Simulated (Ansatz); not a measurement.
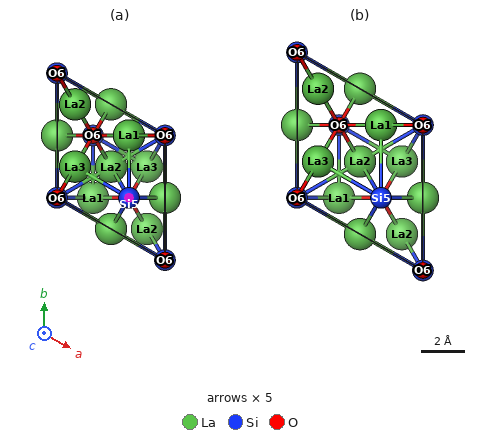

The structure of solid La3Si2O (a generated structure, set up in R-3m) (coarse preliminary run) before (left) and after (right) a relaxation, at one scale. The purple arrows give the displacements (the part carried along by the change of the cell is left out), magnified 5 times.

The picture is a ball-and-stick view of the conventional cell (3 times the calculation's cell), seen along the c axis. Lengths and directions refer to the drawn axes.

Theory: Ansatz, DFT PBE, scalar-relativistic, plane waves, PAW. Settings: plane-wave cutoff 420 eV; k-point mesh 6 × 6 × 6; occupations gaussian; smearing width 0.1 eV; no spin polarisation; cell and atoms relaxed; force threshold 0.04 eV/Å; at most 70 steps.

**Describe what moved and what it gained.**

Over 8 accepted moves (10 points after the start) the energy falls by 876 meV per atom. Largest force component: 0.69 eV/Å at the start, 0.014 eV/Å at the end. The pressure goes from 7.43 to 0.18 GPa. At 2 points the geometry stayed and the basis and grid were re-selected for the new cell (energy shift of 19.6 meV per atom at most each time). The largest moves relative to the cell, 0.20 Å, are those of Si atoms. O and La stay in place. The volume changes by +10.0 %, with a = b 5.836 → 6.809 Å (+16.7 %), c 12.799 → 10.340 Å (−19.2 %). Some distances before and after: Si–Si 3.298 → 2.260 Å, La–La 2.918 → 3.405 Å, La–Si 3.352 → 3.587 Å, La–O 2.718 → 2.614 Å. Bond angles that change, for instance: La–O–La 115.1° → 98.7°, La–O–La 64.9° → 81.3°. The space group stays R-3m (No. 166). The run took 2.2 min on 1 thread of Arm Neoverse V1, on a shared host, peak memory 0.45 GiB.
